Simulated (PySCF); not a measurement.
Molecule: C₃H₈O₂Si, SMILES C=CC[SiH](O)O.

```xyz
14

C     -2.2357    -0.2543    -0.0431
C     -1.2534     0.5028    -0.4998
C     -0.0462     0.8857     0.2803
Si     1.4818    -0.1147    -0.2723
O      1.1237    -1.6696    -0.6147
O      2.0091     0.5403    -1.6562
H     -2.2398    -0.6272     0.9694
H     -3.0823    -0.5237    -0.6513
H     -1.2764     0.8600    -1.5206
H     -0.2233     0.7239     1.3439
H      0.1612     1.9449     0.1378
H      2.5303    -0.0734     0.7472
H      0.5924    -2.1869    -0.0184
H      2.4580    -0.0083    -2.2941
```

GIAO shifts, PBE0/pcSseg-1 in PySCF, at a GFN2-xTB geometry (no frequency check), against H₂O for ¹⁷O and TMS for ²⁹Si computed at the same level (¹⁷O: a single water molecule, while the usual scale starts at liquid water and gives values some tens of ppm lower). Gas phase, fully decoupled, line heights follow the number of nuclei, widths are arbitrary (no quadrupolar broadening); values of one conformer, averaged over nuclei that symmetry or rotation about single bonds exchange, these motions taken as fast; other conformers aren't averaged in.

### Which ¹⁷O signals does it give?

1 signal.


```csv
δ (ppm),nuclei,atoms
41.8,2,"O5, O6"
```

### Predict the ²⁹Si spectrum.

1 signal.


| δ (ppm) | nuclei | atoms |
| --- | --- | --- |
| −23.7 | 1 | Si4 |

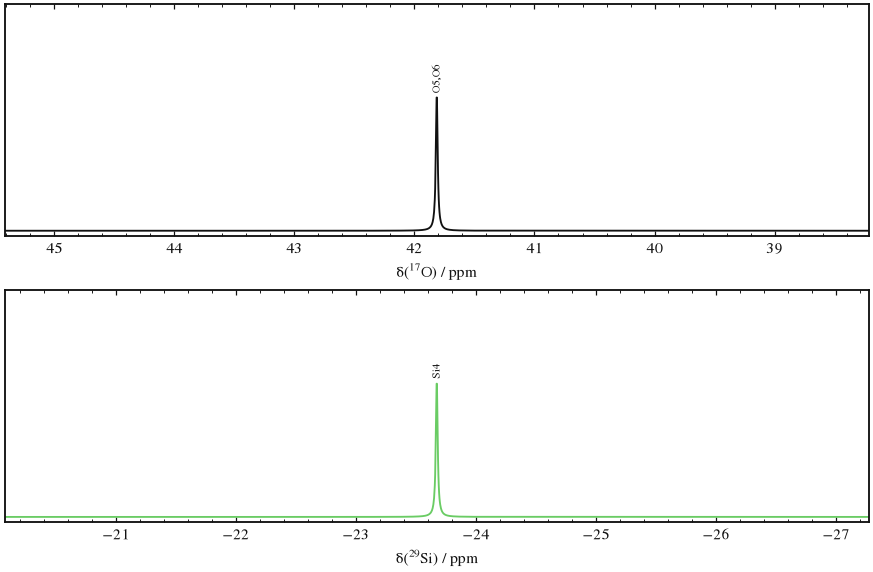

Note: the tight-binding geometry is rougher than a DFT one and adds to the error.
